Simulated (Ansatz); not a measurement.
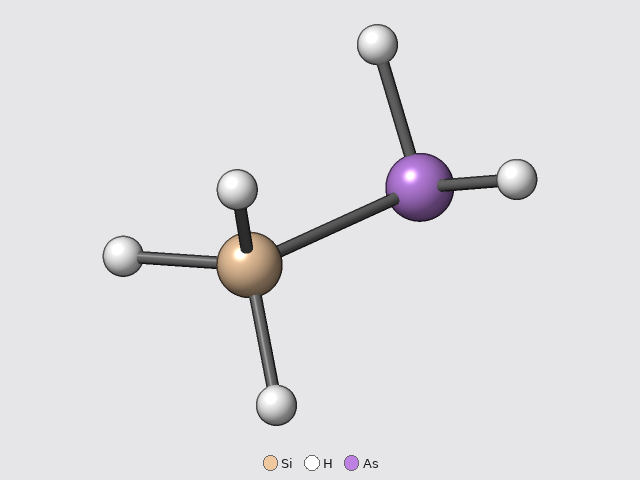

Harmonic vibrations computed with RKS PBE0-D4/def2-TZVP (Ansatz 0.2.0) at a stationary point of the same level.

### How many imaginary frequencies does it have?

A minimum: no imaginary frequency, and the lowest mode lies at 153 cm⁻¹.

### How many vibrational modes are there, and where do they lie?

15 modes: 153, 361, 437, 454, 670, 721, 887, 937, 946, 984, 2207, 2217, 2221, 2235, 2237 cm⁻¹.
